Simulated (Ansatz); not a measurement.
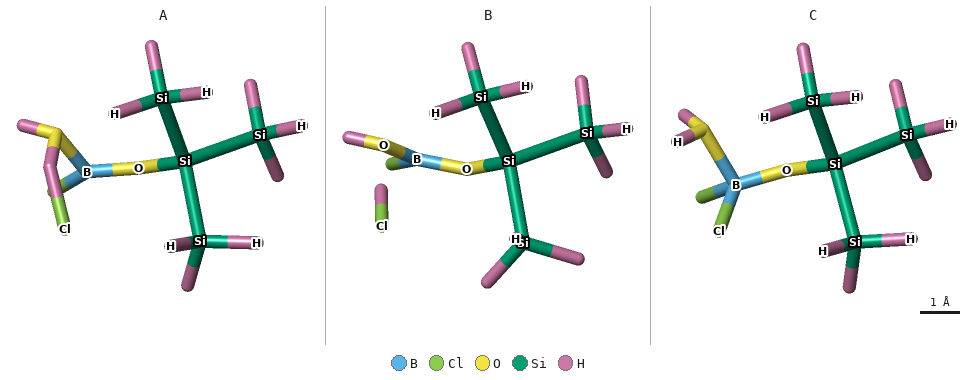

Three geometries of BSi$_{4}$H$_{11}$O$_{2}$Cl$_{2}$: a saddle point and the two relaxed ends that it joins, in shuffled order. The picture is a stick view, seen at a tilt. Sticks join atoms that are closer than about 1.2 times the sum of their covalent radii (a little more with hydrogen).

Stationary points at PBE0-D4/def2-TZVP, single-point energies with CCSD(T)/CBS, wB97X-V, BHLYP-D4, PBE-D4, CAM-B3LYP-D4, r2SCAN-D4 (def2-TZVPP where no basis is named; Ansatz 0.2.0). The energies are electronic, without zero-point or thermal terms, and both ends are the relaxed geometries reached downhill from the saddle, with any fragments still in contact. CCSD(T)/CBS stands for a frozen-core estimate: MP2 correlation extrapolated from def2-TZVPP and def2-QZVPP, CCSD(T) minus MP2 from the smaller set.

Q: Identify the saddle point and describe the reaction.

A: Frame A is the saddle point. Counted by bonded pieces, C holds H₂O + Si₄BH₉Cl₂O and B holds HCl + Si₄BH₁₀ClO₂. From C over the saddle to B, bonds form: B–O (1.74 → 1.51 → 1.37 Å), Cl–H (2.53 → 1.65 → 1.29 Å). Bonds break: B–Cl (1.84 → 2.36 → 3.95 Å), H–O (0.97 → 1.13 → 1.91 Å). The saddle has one imaginary mode, 668i cm⁻¹. With CCSD(T)/CBS the barrier is 15.3 kcal/mol from C and 25.3 kcal/mol from B, and B lies 10.1 kcal/mol below C.

```tsv
level	barrier from C (kcal/mol)	barrier from B (kcal/mol)	B less C (kcal/mol)
CCSD(T)/CBS	15.3	25.3	−10.1
wB97X-V	15.3	25.3	−10.0
BHLYP-D4	15.5	28.3	−12.8
PBE-D4	10.6	20.2	−9.6
CAM-B3LYP-D4	13.6	26.4	−12.8
r2SCAN-D4	11.9	21.5	−9.6
```

Against CCSD(T)/CBS, wB97X-V comes closest on the barrier from C (+0.0 kcal/mol) and PBE-D4 misses most (−4.7 kcal/mol).
